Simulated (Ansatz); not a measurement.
Bond-angle distributions (per cent of the angles at each element, bins of 10°) of a relaxed model of amorphous Si$_{24}$O$_{51}$Y$_{2}$ at 2.38 g/cm³. Calculation: PBE, scalar-relativistic without spin-orbit coupling (plane waves to 420 eV, PAW; Ansatz, a first-principles code).

It comes from a melt-quench run on a machine-learned potential (CHGNet), relaxed afterwards by DFT. O atoms were pushed apart under 1.9 Å during the dynamics, to hinder bonds among them. The hot cell started wider than the set density and was brought back towards it in steps. It is the lowest in DFT energy of 2 quenches. It is a model cell: composition and starting density were chosen by hand, and all elements were melted together. No dispersion term was used. Its density started from a set value of 2.38 and ended at 2.38 g/cm³. Cooling (nominally 320 K/ps over its main leg) ran many orders faster than in experiment, which tends to leave more defects and strain. Values belong to this one cell and scatter from quench to quench. The volume was held where the preparation left it, at a PBE pressure of -1.8 GPa (tension). Stress components on the final sampling reach 3.2 GPa.

Neighbours within Si-Si 2.60 Å, Si-O 1.90 Å, Si-Y 3.09 Å, O-O 1.58 Å, O-Y 2.82 Å, Y-Y 3.74 Å count as bonded. Two cations that share two anions don't count as bonded, nor two that share one unless they lie closer than Si-Si 2.38 Å, Si-Y 3.01 Å, Y-Y 3.64 Å.

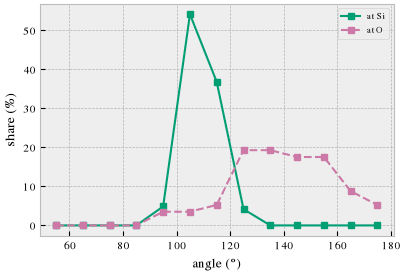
Fig. 1. Bond-angle distributions

They go with these counts of neighbours within the cut-offs, cation contacts included: Si mean 4.0, most often 4; O mean 2.1, most often 2.
